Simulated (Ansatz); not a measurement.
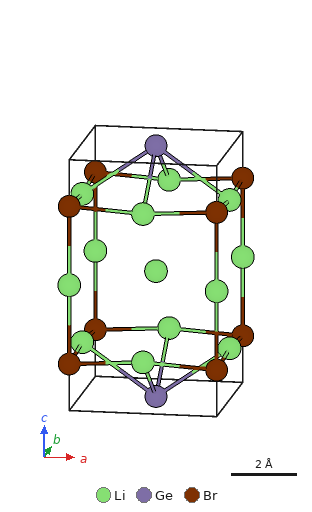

Starting structure of crystalline Li6GeBr2 (a generated structure, set up in P4/mmm) (coarse preliminary run). A ball-and-stick model of the cell of the calculation, seen slightly off an axis.

The calculation used Ansatz, DFT PBE, scalar-relativistic, plane waves, PAW.

The input:
```yaml
crystal:
  lattice:
    - [4.61941059, 0.0, 0.0]
    - [0.0, 4.61941059, 0.0]
    - [0.0, 0.0, 7.95765368]
  atoms:
    - { symbol: Li, position: [0.5, 0.5, 0.5] }
    - { symbol: Li, position: [0.0, 0.5, 0.20423986] }
    - { symbol: Li, position: [0.5, 0.0, 0.20423986] }
    - { symbol: Li, position: [0.0, 0.5, 0.79576014] }
    - { symbol: Li, position: [0.5, 0.0, 0.79576014] }
    - { symbol: Li, position: [0.0, 0.0, 0.5] }
    - { symbol: Ge, position: [0.5, 0.5, 0.0] }
    - { symbol: Br, position: [0.0, 0.0, 0.18556898] }
    - { symbol: Br, position: [0.0, 0.0, 0.81443102] }
basis:
  ecutwfc: 420
kpoints:
  mp_grid: { grid: [4, 4, 2] }
hamiltonian:
  xc: pbe
scf:
  occupations: { method: gaussian, width: 0.1 }
  lower_state_search: "off"
output:
  forces: true
  stress: true
  eigenvalues: true
relax:
  adjacent_minimum: "off"
  f_tol: 0.04
  max_steps: 70
  cell: { stress_tol: 0.4 }
```

Launched with:
```bash
ansatz run input.yaml --threads 1 --pin off --max-ram 2048MiB --backend cpu --events-out ev --progress --plain --runs-dir out
```

Question: Predict the outcome.

Answer: The largest moves relative to the cell, 1.08 Å, are those of Br8 and Br9. Br9 goes along −c. Largest moves by element: Br 1.08 Å, Li 0.74 Å. Ge stays in place. The volume changes by +24.5 %, with a = b 4.619 → 4.313 Å (−6.6 %), c 7.958 → 11.363 Å (+42.8 %). Near-neighbour distances that change, for instance: Br8–Br9 2.953 → 6.370 Å, Li2–Br8 2.314 → 2.691 Å, Li2–Ge7 2.824 → 2.671 Å, Li6–Br8 2.502 → 2.496 Å. Bond angles that change, for instance: Li4–Br9–Li4 172.6° → 106.5°, Br9–Li4–Br9 172.6° → 106.5°, Li4–Br9–Li6 86.3° → 126.7°. The space group stays P4/mmm (No. 123). After 14 accepted moves (17 points after the start) the energy has fallen by 2.285 eV per cell of the calculation. Largest force component: 1.4 eV/Å at the start, 0.012 eV/Å at the end. The pressure goes from 5.88 to −0.12 GPa. The line search rejected the trial step at point 10 of the run. The SCF was repeated twice at an unchanged geometry on a basis and grid sized afresh for the cell, which shifted the energy by 0.175 eV per cell of the calculation at most.

Step by step:

```
step  E − E(0), meV/atom  largest force component, eV/Å  pressure, GPa  volume, Å³/atom                      note
   0                0.00                         1.3962           5.88           18.868                          
   1              -82.81                         0.3543           2.69           20.692                          
   2             -148.86                         0.3344           0.75           22.848                          
   3             -165.73                         0.1358           0.22           23.923                          
   4             -170.62                         0.0088           0.15           24.014                          
   5             -178.09                         0.0880           0.07           24.351                          
   6             -185.94                         0.0486          -0.03           24.583                          
   7             -196.44                         0.0591          -0.28           24.629                          
   8             -208.55                         0.1425          -0.54           24.369                          
   9             -217.70                         0.1579          -0.20           22.921                          
  10             -213.17                         0.2270          -0.30           22.644                  rejected
  11             -219.43                         0.0655           0.03           22.872                          
  12             -219.64                         0.0342           0.03           22.752                          
  13             -239.10                         0.0269           1.01           22.752  same geometry, new basis
  14             -247.43                         0.0081           0.50           23.130                          
  15             -252.89                         0.0518           0.18           23.240                          
  16             -253.78                         0.0119          -0.13           23.485                          
  17             -253.87                         0.0120          -0.12           23.485  same geometry, new basis
```

The structure at the end:

```xyz
9
Lattice="4.3129 0.0000 0.0000 0.0000 4.3129 0.0000 0.0000 0.0000 11.3629" Properties=species:S:1:pos:R:3 pbc="T T T"
Li    2.1564    2.1564    5.6815
Li    4.3129    2.1564    1.5761
Li    2.1564    4.3129    1.5761
Li    4.3129    2.1564    9.7869
Li    2.1564    4.3129    9.7869
Li    4.3129    4.3129    5.6815
Ge    2.1564    2.1564   11.3629
Br    4.3129    4.3129    3.1852
Br    4.3129    4.3129    8.1777
```

The end point in the same view:

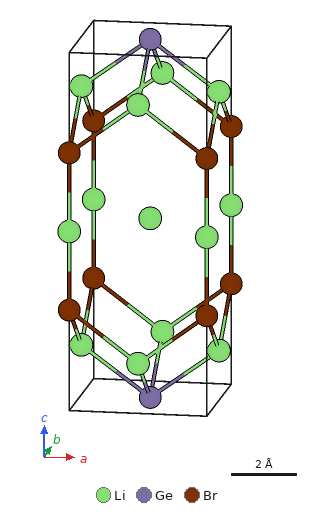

Limits of the set-up: the k-point mesh is coarse for a cell with partly filled bands.
